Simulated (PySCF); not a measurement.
**C₄H₇NSi (SMILES C=C(C#N)C[SiH3]): density, localisation and related maps**

Input

```
{"job": {"kind": "nmr", "xc": "PBE0", "basis": "pcSseg-1"}, "charge": 0, "multiplicity": 1}
C      1.604275    -0.456032     1.058458
C      0.940052     0.046321     0.017435
C      1.289369     1.323562    -0.485307
N      1.564410     2.351250    -0.912949
C     -0.202189    -0.621565    -0.669619
Si    -1.872315     0.095596    -0.059351
H      2.406315     0.082144     1.534052
H      1.361012    -1.426147     1.458270
H     -0.123609    -0.472375    -1.747573
H     -0.165822    -1.693834    -0.475641
H     -2.936545    -0.614835    -0.767469
H     -1.961890    -0.139582     1.382693
H     -1.907450     1.525982    -0.350727
```

Launched as:

```sh
OMP_NUM_THREADS=1 python probes_run.py task.json out
```

Geometry: GFN2-xTB.

All numbers below come from PySCF, PBE0/pcSseg-1, SCF density, gas phase, non-relativistic.

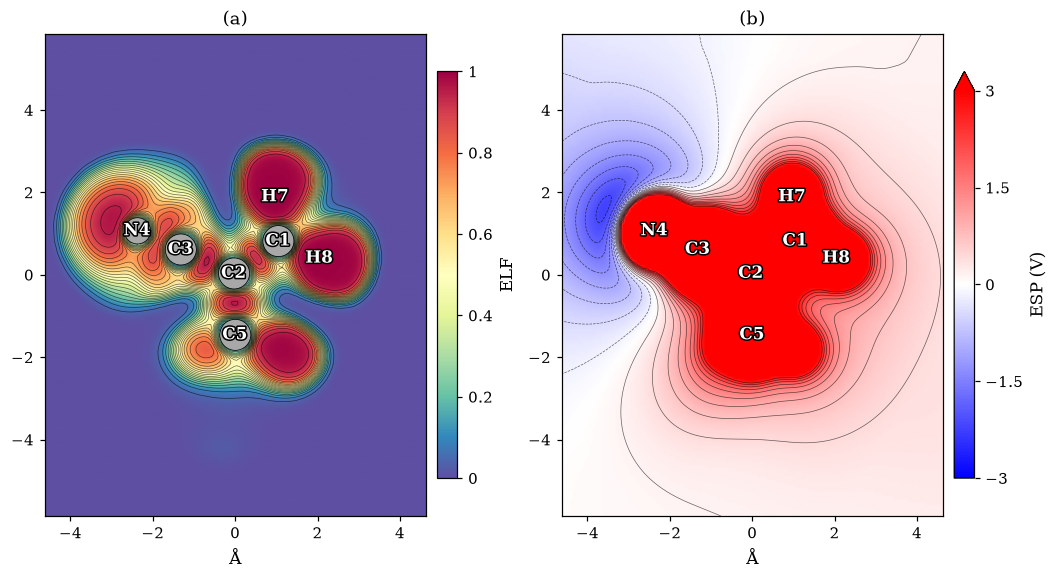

Figure 1. (a) electron localisation function; (b) molecular electrostatic potential on the plane of atoms C3, C2 and C5. Grey discs cover the atomic cores in the ELF map.

Q: Describe what can be read from this map.

A: The plane passes through C, N and H nuclei.
C–N (1.15 Å): the ELF peaks at about 0.85 between the atoms; a multiple bond.
C–C (1.33 Å): the ELF peaks at about 0.95 between the atoms: a short, multiple covalent bond.
C–H (1.08 Å): the ELF climbs to about 1 towards the hydrogen, as it does in any bond to H; a covalent bond by its length.
C–C (1.42 Å): the ELF peaks at about 0.95 between the atoms: a covalent bond.
C–C (1.49 Å): the ELF peaks at about 0.95 between the atoms (localised, covalent bonding).
The ELF also peaks beside N4, away from the bonds: lone-pair regions.
Outside the dense part of the molecule the potential is most negative (−2.2 V) near N4.

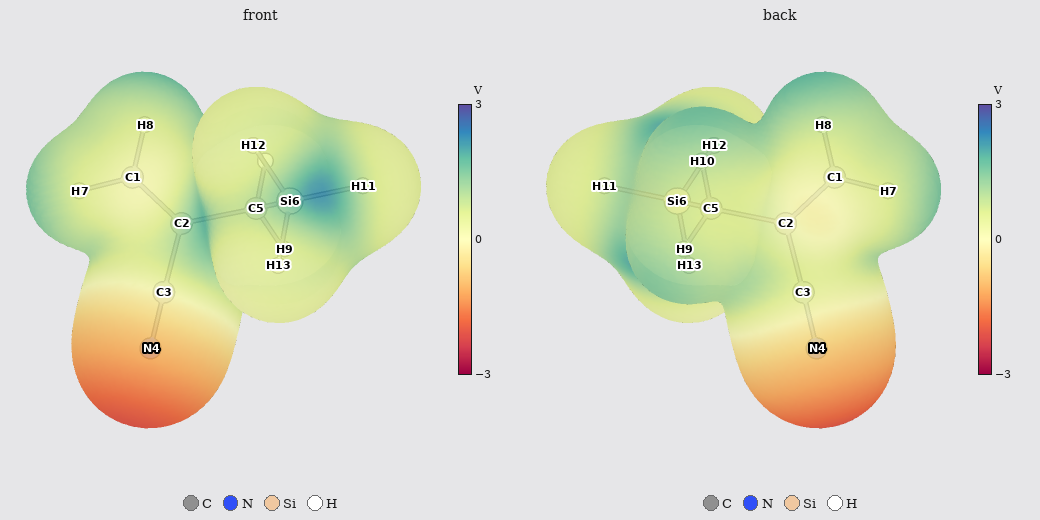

Figure 2. The molecular electrostatic potential painted on the density surface at 0.004 e/bohr³, seen from the front and from behind; the colour scale runs from red (negative) to blue (positive).

Q: Describe the electrostatic potential map.

A: The most negative region (about −2.0 V, or −46 kcal/mol for a unit charge) lies over N4, the most positive (about +2.0 V, or +46 kcal/mol for a unit charge) over Si6. N4 is the likeliest acceptor of a hydrogen bond.

Q: What dipole moment does the calculation give?

A: Its dipole moment is 3.89 D.
